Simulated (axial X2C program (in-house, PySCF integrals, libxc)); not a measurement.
**All-electron X2C curves of SbBr⁺**

What are the state, bond length, wavenumber and bond energy of SbBr⁺, and what does spin–orbit coupling change?

Program: an in-house X2C program for linear molecules on PySCF integrals. Level of theory: all-electron X2C, Sb dyall-cv3z, Br dyall-cv3z. These are calculated values, not measurements.

## (1) Input

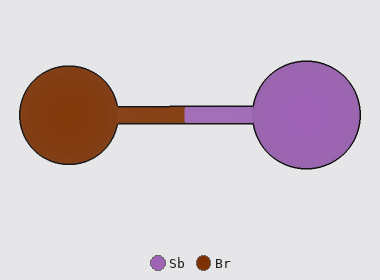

The two atoms at 2.540 Å (antimony purple, bromine brown).

The input, task.json:

```json
{"zs": [51, 35], "q": 1, "bas": ["dyall-cv3z", "dyall-cv3z"], "levels": ["PBE0", "HF", "r2SCAN0"], "cc": true, "r0": 2.54, "thr": -1.0, "nmax": 90, "npts": 10, "nst": 2, "ntry": 6}
```

Keys: zs atomic numbers; q charge; bas basis sets; levels methods (HF also brings MP2); cc coupled cluster on or off; r0 starting distance in Å; thr threshold in hartree for freezing inner shells (an s shell follows its p shell); nmax most natural virtual spinors; npts points asked for on the curve; nst determinants followed; ntry starts of the search.

Run with:

```console
$ python so2c.py task.json out
```

Spin-free means the one-electron spin-free X2C Hamiltonian; two-component (2c) means X2C with spin–orbit coupling and atomic mean-field two-electron Coulomb and Gaunt terms. Basis: Sb dyall-cv3z contracted to [11s12p8d4f1g], Br dyall-cv3z contracted to [8s9p6d4f1g]; Gaussian nuclei, density fitting. Masses: Sb 120.904 u, Br 78.918 u.

Notation: σ, π±, δ± give the projection m of an orbital's angular momentum (0, ±1, ±2), α and β its spin, Λ and M_S the sums; ω is the projection of a spinor's total angular momentum and Ω the sum. Logs are in hartree.

The results follow Hamiltonian by Hamiltonian and level by level.

## (2) State search with PBE0

PBE0 moves the distance from 2.540 Å to 2.388 Å and compares determinants there.

Spin-free determinants:

```
ΔE (eV)             state                                  open shells
   0.00  M_S = 1/2, Λ = 1                    beyond closed shells: π+α
   2.86  M_S = 3/2, Λ = 1  beyond closed shells: 2 × π+α, π+β, 2 × π-α
   3.09  M_S = 3/2, Λ = 0           beyond closed shells: σα, π+α, π-α
   3.17  M_S = 1/2, Λ = 0                     beyond closed shells: σα
   3.63  M_S = 1/2, Λ = 0           beyond closed shells: σβ, π+α, π-α
   3.80  M_S = 1/2, Λ = 1  beyond closed shells: π+α, 2 × π+β, 2 × π-α
   3.80  M_S = 1/2, Λ = 3  beyond closed shells: 2 × π+α, 2 × π+β, π-α
```

Two-component determinants:

```csv
ΔE (eV),state,open shells
0.00,Ω = 1/2,excess of +ω over −ω: ω = 1/2
0.46,Ω = 3/2,excess of +ω over −ω: ω = 3/2
2.95,Ω = 5/2,"excess of +ω over −ω: ω = -1/2, 2 × ω = 3/2"
3.24,Ω = 1/2,"excess of +ω over −ω: 2 × ω = -1/2, ω = 3/2"
3.41,Ω = 3/2,excess of +ω over −ω: ω = 3/2
3.87,Ω = 7/2,"excess of +ω over −ω: ω = 1/2, 2 × ω = 3/2"
4.15,Ω = 5/2,"excess of +ω over −ω: 2 × ω = 1/2, ω = 3/2"
```

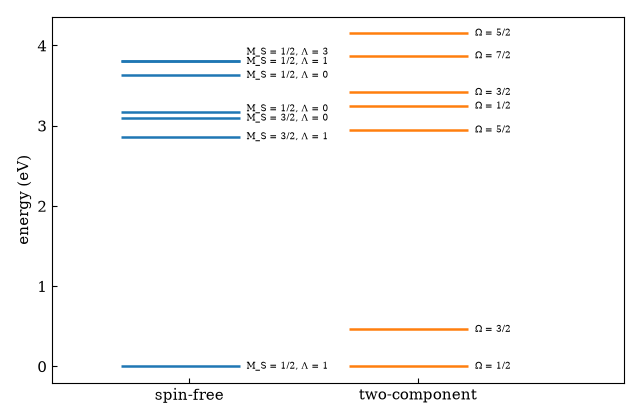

The determinants found, each set from its own lowest.

## (3) PBE0, spin-free

State followed: M_S = 1/2, Λ = 1 (beyond closed shells: π+α). The scan is laid around 2.388 Å, a first estimate of the minimum, and this SCF restarts from the orbitals of the search.

The SCF at the reference distance of 2.388 Å:

```text
spin-free X2C-1e  PBE0
basis functions 226  fitting functions 1226  grid points 5805
iter        total energy     max residual
   1      -9086.271098596     1.39e-05
   2      -9086.271098596     1.51e-05
converged
one-electron -13292.12442010  Coulomb 4074.56000696  exact exchange -65.06084507  xc functional -199.19915759  nuclear repulsion 395.55331721
```

Along the bond, energies from the lowest point:

```
R (Å)  E (eV)  μ (D)  HOMO (eV)  LUMO (eV)  iterations
2.078  1.2142  -1.03     -11.95     -10.10          11
2.173  0.4861  -1.51     -12.11     -10.27          11
2.245  0.1831  -1.86     -12.23     -10.39          11
2.316  0.0335  -2.22     -12.35     -10.51          12
2.388  0.0000  -2.57     -12.46     -10.62           2
2.472  0.0689  -2.97     -12.58     -10.74          11
2.555  0.2206  -3.34     -12.69     -10.86          11
2.663  0.4944  -3.78     -12.81     -11.01          12
2.794  0.8950  -4.22     -12.93     -11.16          13
2.985  1.5010  -4.45     -13.02     -11.31          15
```

Dipoles are positive if Br is the positive end and refer to the centre of mass.

Outer orbitals at the reference distance:

| symmetry | occupied | ε (eV) | atomic character |
| --- | --- | --- | --- |
| σα | yes | -28.85 | 79% Br s, 8% Sb s, 7% Sb p |
| σβ | yes | -28.76 | 80% Br s, 7% Sb p, 7% Sb s |
| σα | yes | -21.99 | 73% Sb s, 17% Br p, 7% Br s |
| σβ | yes | -21.12 | 70% Sb s, 20% Br p, 7% Br s |
| σα | yes | -16.02 | 52% Br p, 32% Sb p, 11% Sb s |
| σβ | yes | -15.78 | 50% Br p, 31% Sb p, 15% Sb s |
| π+α | yes | -15.43 | 75% Br p, 21% Sb p, 3% Sb d |
| π-α | yes | -15.14 | 79% Br p, 17% Sb p, 3% Sb d |
| π-β | yes | -15.05 | 84% Br p, 11% Sb p, 3% Sb d |
| π+β | yes | -15.05 | 84% Br p, 11% Sb p, 3% Sb d |
| π+α | yes | -12.46 | 77% Sb p, 20% Br p |
| π-α | no | -10.62 | 80% Sb p, 16% Br p |
| π+β | no | -9.70 | 86% Sb p, 11% Br p, 2% Br d |
| π-β | no | -9.70 | 86% Sb p, 11% Br p, 2% Br d |
| σα | no | -7.41 | 51% Sb p, 20% Br p, 15% Sb d |

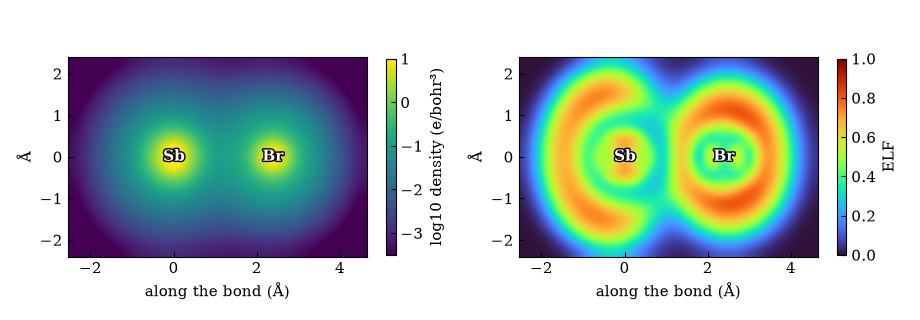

PBE0 fields in a plane through the axis, from a grid of 0.3 Å; Sb lies at z = 0 and Br at z = 2.388 Å; the ELF is damped to zero where the density is low.

Re = 2.377 Å, ωe = 317 cm⁻¹, ωexe = 0.616 cm⁻¹, Be = 0.06251 cm⁻¹, De = 3.41 eV, μ = -2.51 D.

## (4) HF, spin-free

The SCF at the reference distance of 2.388 Å:

```text
spin-free X2C-1e  HF
basis functions 226  fitting functions 1226  grid points 5805
iter        total energy     max residual
   1      -9082.254476232     3.76e-01
   2      -9082.288895520     5.99e-03
   3      -9082.290329552     4.09e-03
   4      -9082.290698661     1.57e-03
   5      -9082.290807839     7.25e-04
   6      -9082.290843295     3.30e-04
   7      -9082.290851488     1.28e-04
   8      -9082.290852807     6.13e-05
   9      -9082.290853026     2.94e-05
  10      -9082.290853099     1.68e-05
  11      -9082.290853140     9.50e-06
  12      -9082.290853155     3.01e-06
  13      -9082.290853155     1.06e-06
converged
one-electron -13290.93221241  Coulomb 4073.46956937  exact exchange -260.38152733  xc functional 0.00000000  nuclear repulsion 395.55331721
```

Re = 2.377 Å, ωe = 323 cm⁻¹, Be = 0.06248 cm⁻¹, De = 1.68 eV, μ = -3.28 D.

## (5) r2SCAN0, spin-free

The SCF at the reference distance of 2.388 Å:

```text
spin-free X2C-1e  r2SCAN0
basis functions 226  fitting functions 1226  grid points 5805
iter        total energy     max residual
   1      -9086.847023020     7.51e-02
   2      -9086.850010690     2.80e-03
   3      -9086.849715966     4.46e-03
   4      -9086.850156766     5.81e-04
   5      -9086.850164968     3.43e-04
   6      -9086.850169024     8.82e-05
   7      -9086.850170056     7.37e-05
   8      -9086.850170299     2.50e-05
   9      -9086.850170350     5.39e-06
  10      -9086.850170354     1.58e-06
  11      -9086.850170354     9.12e-07
converged
one-electron -13292.11828666  Coulomb 4074.58772019  exact exchange -65.07208016  xc functional -199.80084093  nuclear repulsion 395.55331721
```

Re = 2.367 Å, ωe = 322 cm⁻¹, ωexe = 0.63 cm⁻¹, Be = 0.06299 cm⁻¹, De = 3.25 eV, μ = -2.52 D.

## (6) Correlated methods, spin-free

Correlated methods: 11 electrons correlated (frozen shells, counted by type: Sb 4 s, 3 p, 2 d; Br 3 s, 2 p, 1 d), 273 virtual spinors in MP2, 90 natural virtuals in coupled cluster.

Output of the correlated part at 2.388 Å:

```text
correlated 11  virtual 273  natural virtual 90  E(MP2) -0.238206634  MP2 remainder -0.007255087
iter   CCSD correlation   residual
   1     -0.246123682   1.24e-01
   2     -0.252711620   5.34e-02
   3     -0.255130723   2.52e-02
   4     -0.255203840   1.05e-02
   5     -0.255314955   4.27e-03
   6     -0.255328093   1.69e-03
   7     -0.255328014   4.71e-04
   8     -0.255332050   1.89e-04
   9     -0.255330007   1.02e-04
  10     -0.255330471   5.52e-05
  11     -0.255329868   2.46e-05
  12     -0.255329972   1.01e-05
  13     -0.255329972   4.24e-06
(T) -0.012523350  T1 0.0338  D1 0.0633  max T2 0.081
```

T1 in the output is the amplitude norm over the root of the electron number; divide by √2 for the Lee–Taylor value.

MP2: No constants are quoted: the points don't follow one smooth fit.

CCSD: Re = 2.387 Å, ωe = 317 cm⁻¹, ωexe = 0.628 cm⁻¹, Be = 0.06194 cm⁻¹, De = 2.91 eV. T1 at Re = 0.024 (Lee–Taylor, the printed value over √2).

CCSD(T): Re = 2.396 Å, ωe = 311 cm⁻¹, ωexe = 0.622 cm⁻¹, Be = 0.06151 cm⁻¹, De = 3.09 eV. T1 at Re = 0.024 (Lee–Taylor, the printed value over √2).

## (7) The spin-free curves together

Energy (eV) of the followed determinant, spin-free, from each level's lowest point:

```
R (Å)   PBE0     HF    MP2   CCSD  CCSD(T)  r2SCAN0
2.078  1.214  1.266  1.302    n/a      n/a    1.162
2.173  0.486  0.508  0.531  0.549    0.578    0.450
2.245  0.183  0.192  0.207  0.219    0.239    0.159
2.316  0.033  0.035  0.042  0.049    0.059    0.022
2.388  0.000  0.000  0.000  0.000    0.000    0.000
2.472  0.069  0.072  0.065  0.056    0.044    0.082
2.555  0.221  0.231  0.220  0.198    0.174    0.246
2.663  0.494  0.518  0.510  0.465    0.425    0.532
2.794  0.895  0.920  1.065    n/a      n/a    0.944
2.985  1.501  1.332  2.026    n/a      n/a    1.551
```

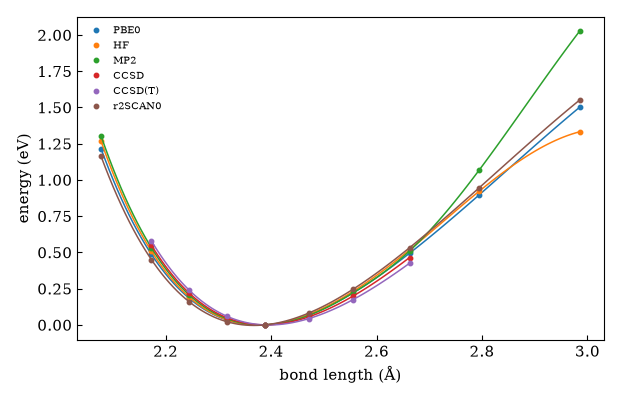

Curves of the followed state, spin-free, each from its own lowest point.

## (8) PBE0, 2c

State followed: Ω = 1/2 (excess of +ω over −ω: ω = 1/2). The scan is laid around 2.388 Å, a first estimate of the minimum, and this SCF restarts from the orbitals of the search.

Output at 2.388 Å:

```text
two-component X2C + atomic mean field  PBE0
basis functions 226  fitting functions 1226  grid points 5805
iter        total energy     max residual
   1      -9082.650407337     3.06e-05
   2      -9082.650407358     3.23e-05
   3      -9082.650407381     1.38e-05
   4      -9082.650407386     5.49e-06
   5      -9082.650407389     1.69e-06
   6      -9082.650407389     6.43e-07
converged
one-electron -13282.07169645  Coulomb 4072.76100098  exact exchange -65.02655309  xc functional -199.09824790  nuclear repulsion 395.55331721  atomic mean-field constant -4.76822814
```

Along the bond, energies from the lowest point:

```
R (Å)  E (eV)  μ (D)  HOMO (eV)  LUMO (eV)  iterations
2.078  1.2346  -1.06     -12.13      -9.84          11
2.173  0.5000  -1.53     -12.30     -10.00          11
2.245  0.1923  -1.89     -12.42     -10.12          11
2.316  0.0380  -2.25     -12.53     -10.23          11
2.388  0.0000  -2.60     -12.64     -10.35           6
2.472  0.0637  -2.99     -12.76     -10.47          11
2.555  0.2101  -3.37     -12.87     -10.59          12
2.663  0.4773  -3.82     -12.98     -10.72          12
2.794  0.8706  -4.29     -13.09     -10.88          14
2.985  1.4734  -4.69     -13.17     -11.05          15
```

Dipoles are positive if Br is the positive end and refer to the centre of mass.

Outer spinors at the reference distance:

```
   ω  occupied  ε (eV)              atomic character    λ mixture
-1/2       yes  -28.82    79% Br s, 8% Sb s, 7% Sb p       100% σ
 1/2       yes  -28.74    80% Br s, 7% Sb p, 7% Sb s       100% σ
-1/2       yes  -21.94   73% Sb s, 17% Br p, 7% Br s       100% σ
 1/2       yes  -21.07   70% Sb s, 21% Br p, 7% Br s       100% σ
-1/2       yes  -16.02  54% Br p, 31% Sb p, 11% Sb s  97% σ, 3% π
 1/2       yes  -15.79  54% Br p, 28% Sb p, 14% Sb s  91% σ, 9% π
 1/2       yes  -15.57   70% Br p, 25% Sb p, 2% Sb d  91% π, 9% σ
-1/2       yes  -15.17   82% Br p, 13% Sb p, 3% Sb d  97% π, 3% σ
-3/2       yes  -14.96   79% Br p, 16% Sb p, 3% Sb d       100% π
 3/2       yes  -14.86   84% Br p, 11% Sb p, 3% Sb d       100% π
 1/2       yes  -12.64            75% Sb p, 21% Br p  99% π, 1% σ
-3/2        no  -10.35            81% Sb p, 16% Br p       100% π
-1/2        no   -9.90   85% Sb p, 12% Br p, 2% Br d  99% π, 1% σ
 3/2        no   -9.44   86% Sb p, 11% Br p, 2% Br d       100% π
-1/2        no   -7.35  51% Sb p, 19% Br p, 15% Sb d  99% σ, 1% π
```

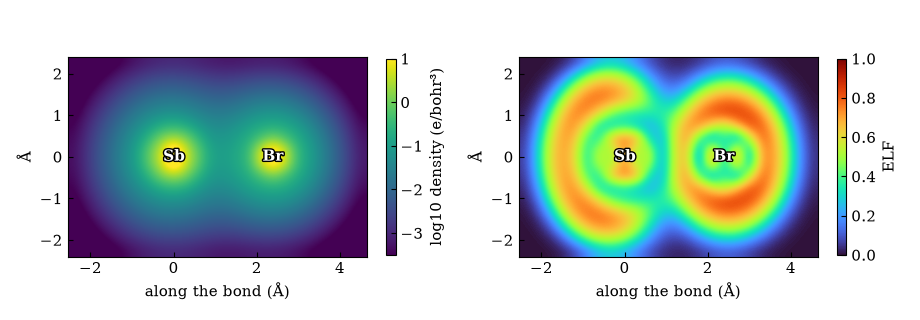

PBE0 fields in a plane through the axis, from a grid of 0.3 Å; Sb lies at z = 0 and Br at z = 2.388 Å; the ELF is damped to zero where the density is low.

Re = 2.380 Å, ωe = 314 cm⁻¹, ωexe = 0.623 cm⁻¹, Be = 0.06232 cm⁻¹, De = 3.45 eV, μ = -2.56 D.

## (9) HF, 2c

Output at 2.388 Å:

```text
two-component X2C + atomic mean field  HF
basis functions 226  fitting functions 1226  grid points 5805
iter        total energy     max residual
   1      -9078.631818755     3.75e-01
   2      -9078.666107215     5.88e-03
   3      -9078.667519448     4.01e-03
   4      -9078.667874447     1.57e-03
   5      -9078.667980111     7.23e-04
   6      -9078.668013954     2.97e-04
   7      -9078.668021405     1.16e-04
   8      -9078.668022522     4.94e-05
   9      -9078.668022661     1.48e-05
  10      -9078.668022687     9.02e-06
  11      -9078.668022699     4.79e-06
  12      -9078.668022704     2.08e-06
  13      -9078.668022704     1.13e-06
converged
one-electron -13280.88286567  Coulomb 4071.67332391  exact exchange -260.24357001  xc functional 0.00000000  nuclear repulsion 395.55331721  atomic mean-field constant -4.76822814
```

Re = 2.381 Å, ωe = 321 cm⁻¹, Be = 0.06229 cm⁻¹, De = 1.63 eV, μ = -3.31 D.

## (10) r2SCAN0, 2c

Output at 2.388 Å:

```text
two-component X2C + atomic mean field  r2SCAN0
basis functions 226  fitting functions 1226  grid points 5805
iter        total energy     max residual
   1      -9083.220654314     7.45e-02
   2      -9083.223673519     2.76e-03
   3      -9083.223390738     4.38e-03
   4      -9083.223819404     5.59e-04
   5      -9083.223827221     3.29e-04
   6      -9083.223830986     8.78e-05
   7      -9083.223831922     6.90e-05
   8      -9083.223832130     2.34e-05
   9      -9083.223832172     5.08e-06
  10      -9083.223832175     1.46e-06
  11      -9083.223832175     9.04e-07
converged
one-electron -13282.05704699  Coulomb 4072.77991591  exact exchange -65.03770039  xc functional -199.69408978  nuclear repulsion 395.55331721  atomic mean-field constant -4.76822814
```

Re = 2.370 Å, ωe = 320 cm⁻¹, ωexe = 0.63 cm⁻¹, Be = 0.06283 cm⁻¹, De = 3.38 eV, μ = -2.56 D.

## (11) MP2 and beyond, 2c

Correlated methods: 11 electrons correlated (frozen shells, counted by type: Sb 4 s, 3 p, 2 d; Br 3 s, 2 p, 1 d), 273 virtual spinors in MP2, 90 natural virtuals in coupled cluster.

Output of the correlated part at 2.388 Å:

```text
correlated 11  virtual 273  natural virtual 90  E(MP2) -0.237384576  MP2 remainder -0.007255530
iter   CCSD correlation   residual
   1     -0.245404709   1.21e-01
   2     -0.251938165   5.18e-02
   3     -0.254238901   2.42e-02
   4     -0.254308238   1.00e-02
   5     -0.254413846   4.07e-03
   6     -0.254425463   1.59e-03
   7     -0.254425699   4.52e-04
   8     -0.254429388   1.92e-04
   9     -0.254427399   1.06e-04
  10     -0.254427980   5.61e-05
  11     -0.254427432   2.29e-05
  12     -0.254427548   9.59e-06
  13     -0.254427550   4.36e-06
(T) -0.012324208  T1 0.0329  D1 0.0632  max T2 0.074
```

MP2: No constants are quoted: the points don't follow one smooth fit.

CCSD: Re = 2.391 Å, ωe = 314 cm⁻¹, ωexe = 0.641 cm⁻¹, Be = 0.06176 cm⁻¹, De = 2.57 eV. T1 at Re = 0.023 (Lee–Taylor, the printed value over √2).

CCSD(T): Re = 2.399 Å, ωe = 309 cm⁻¹, ωexe = 0.619 cm⁻¹, Be = 0.06134 cm⁻¹, De = 2.73 eV. T1 at Re = 0.024 (Lee–Taylor, the printed value over √2).

## (12) A higher determinant, 2c

State: Ω = 3/2 (excess of +ω over −ω: ω = 3/2).

Output at the reference distance:

```text
two-component X2C + atomic mean field  PBE0
basis functions 226  fitting functions 1226  grid points 5805
iter        total energy     max residual
   1      -9082.633511279     8.50e-06
   2      -9082.633511283     1.39e-05
   3      -9082.633511287     4.00e-06
   4      -9082.633511288     1.75e-06
converged
one-electron -13281.74545919  Coulomb 4072.44484278  exact exchange -65.02477746  xc functional -199.09320649  nuclear repulsion 395.55331721  atomic mean-field constant -4.76822814
```

```
R (Å)  E above the lowest PBE0 point (eV)
2.078                               1.684
2.173                               0.954
2.245                               0.648
2.316                               0.496
2.388                               0.460
2.472                               0.524
2.555                               0.670
2.663                               0.935
2.794                               1.319
```

Re = 2.379 Å, ωe = 314 cm⁻¹, ωexe = 0.648 cm⁻¹, Be = 0.06237 cm⁻¹, μ = -2.42 D. Te = 0.46 eV.

## (13) The 2c curves together

Energy (eV) of the followed determinant, 2c, from each level's lowest point:

```
R (Å)   PBE0     HF    MP2   CCSD  CCSD(T)  r2SCAN0
2.078  1.235  1.287  1.321    n/a      n/a    1.181
2.173  0.500  0.522  0.544  0.562    0.591    0.462
2.245  0.192  0.201  0.215  0.228    0.247    0.167
2.316  0.038  0.040  0.046  0.053    0.063    0.026
2.388  0.000  0.000  0.000  0.000    0.000    0.000
2.472  0.064  0.066  0.061  0.051    0.039    0.077
2.555  0.210  0.219  0.211  0.188    0.165    0.237
2.663  0.477  0.496  0.503  0.447    0.411    0.519
2.794  0.871  0.868  1.095    n/a      n/a    0.927
2.985  1.473  1.212  1.976    n/a      n/a    1.536
```

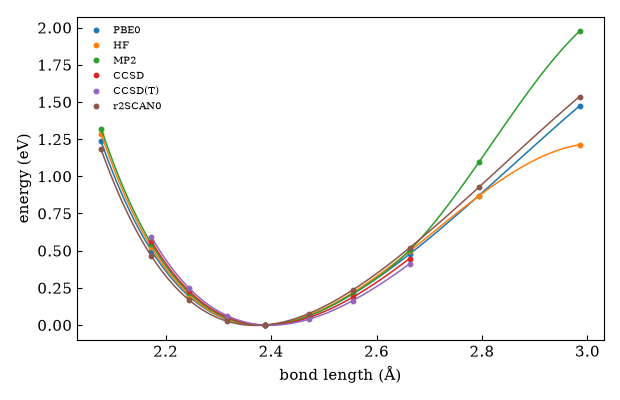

Curves of the followed state, 2c, each from its own lowest point.

Time for the job: 3.4 min (1 thread, shared host).

## (14) What came out

Lowest determinant that the search found at its distance, spin-free: M_S = 1/2, Λ = 1 (beyond closed shells: π+α).

Lowest determinant that the search found at its distance, 2c: Ω = 1/2 (excess of +ω over −ω: ω = 1/2).

```csv
Hamiltonian,level,Re (Å),ωe (cm⁻¹),De (eV),μ (D)
spin-free,PBE0,2.377,317,3.41,-2.51
spin-free,HF,2.377,323,1.68,-3.28
spin-free,CCSD,2.387,317,2.91,n/a
spin-free,CCSD(T),2.396,311,3.09,n/a
spin-free,r2SCAN0,2.367,322,3.25,-2.52
2c,PBE0,2.380,314,3.45,-2.56
2c,HF,2.381,321,1.63,-3.31
2c,CCSD,2.391,314,2.57,n/a
2c,CCSD(T),2.399,309,2.73,n/a
2c,r2SCAN0,2.370,320,3.38,-2.56
```

Dipoles are positive if Br is the positive end and refer to the centre of mass. No constants: spin-free MP2 (the points don't follow one smooth fit); 2c MP2 (the points don't follow one smooth fit).

Time per point (s) on 1 thread, shared host (2c runs; CCSD comes with the CCSD(T) run); the times are rough: PBE0 1.1, HF 1.1, CCSD(T) 5.4, r2SCAN0 1.7.

In words: At CCSD(T), going from spin-free to two-component changes Re by +3 mÅ, ωe by -0.7 %; the spin-free picture holds up (part of it comes from the scalar share of the two-electron terms). De moves by -0.36 eV; both De rest on single-determinant atoms, which can miss part of an open shell's spin–orbit lowering.

De refers to Sb+ + Br, each in the lowest determinant found, which need not be this curve's own limit. Each curve is one determinant whose occupation by symmetry is held fixed; it was picked as the lowest of a PBE0 search that is not exhaustive. De is counted from the lowest determinant-based energies of the atoms at the same level, without counterpoise correction. Density functionals use the spin component along the axis (collinear). Coupled cluster ran in a truncated set of natural virtual spinors; the MP2 energy of the rest was added. The meta-GGAs lack a current-density term, which matters for open shells with orbital currents, atoms included. The spin-free determinant is spin-contaminated at some levels. With the outer-core shells frozen, correlated bond lengths of heavy atoms tend to come out a few hundredths of an ångström too long. T1 at Re is 0.024 (Lee–Taylor), above the customary mark of 0.02.
